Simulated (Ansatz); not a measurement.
**Amorphous silicon oxide (Si₂₄O₄₇)**

The cell was made by melting and quenching with the CHGNet potential and then relaxed with DFT. O atoms were pushed apart under 1.9 Å during the dynamics, to hinder bonds among them. The hot cell started wider than the set density and was brought back towards it in steps. It is the lowest in DFT energy of 2 quenches. It is a model cell: composition and starting density were chosen by hand, and all elements were melted together. No dispersion term was used.

Methods: PBE, scalar-relativistic without spin-orbit coupling (Ansatz, a quantum-chemistry and plane-wave program); r2SCAN, scalar-relativistic without spin-orbit coupling (Ansatz); HSE06, scalar-relativistic without spin-orbit coupling (Ansatz). Geometry, pressure, stress and energy are those of the PBE run. Its sampling: a 2×2×2 Γ-centred mesh; Fermi-Dirac width 0.02 eV; no spin polarisation. Other functionals are single points at the zone centre (r2SCAN at 500 eV; exact exchange cut at the cell's faces), free to take moments where seeds were set. The usual formal charges leave 2 electrons over, so the level spacing at the Fermi energy parts defect or band states and needn't be the band gap. At PBE the levels at the filled edge of the gap are localised (band-tail or defect states).

| Property | Value |
|---|---|
| Number of atoms in the cell | 71 |
| Density (held, not predicted) | 2.20 g/cm³ |
| Volume per atom | 15.15 Å^3 |
| Pressure on a 2×2×2 Γ-centred mesh | 1.37 GPa |
| Largest force and stress component on that mesh (the relaxation ran on the zone centre alone) | 0.25 eV/Å and 1.4 GPa |
| Energy relative to alpha cristobalite + silicon (lowest mix at this level among the phases computed, not always the ambient ones) | 0.170 eV/atom |
| Level spacing at the Fermi energy on a 2×2×2 Γ-centred mesh (PBE) | 1.18 eV |
| Level spacing at the Fermi energy at the zone centre (PBE) | 1.38 eV |
| Level spacing at the Fermi energy at the zone centre (r2SCAN) | 1.67 eV |
| Level spacing at the Fermi energy at the zone centre (HSE06) | 2.29 eV |

Neighbours within Si-Si 2.60 Å, Si-O 1.98 Å, O-O 1.58 Å count as bonded. Two cations that share two anions don't count as bonded, nor two that share one unless they lie closer than Si-Si 2.38 Å.

Mean coordination of Si by anions: 3.96 (1 with 3, 23 with 4)
Mean coordination of O: 2.02 (46 with 2, 1 with 3)
Mean Si-O bond: 1.644 Å (spread 0.043 Å, 95 counted)
Bond angle at Si: mean 109.2°, spread 6.2°

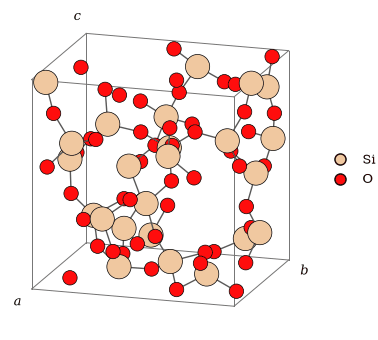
*The relaxed cell*

Its density started from a set value of 2.20 g/cm³. Cooling (nominally 320 K/ps over its main leg) ran many orders faster than in experiment, which tends to leave more defects and strain. Values belong to this one cell and scatter from quench to quench. The volume was held where the preparation left it and the shape relaxed, at a PBE pressure of 1.4 GPa. Stress components on the final sampling reach 1.4 GPa. On a 2×2×2 Γ-centred mesh force components of up to 0.25 eV/Å stay, since the relaxation ran on the zone centre alone.
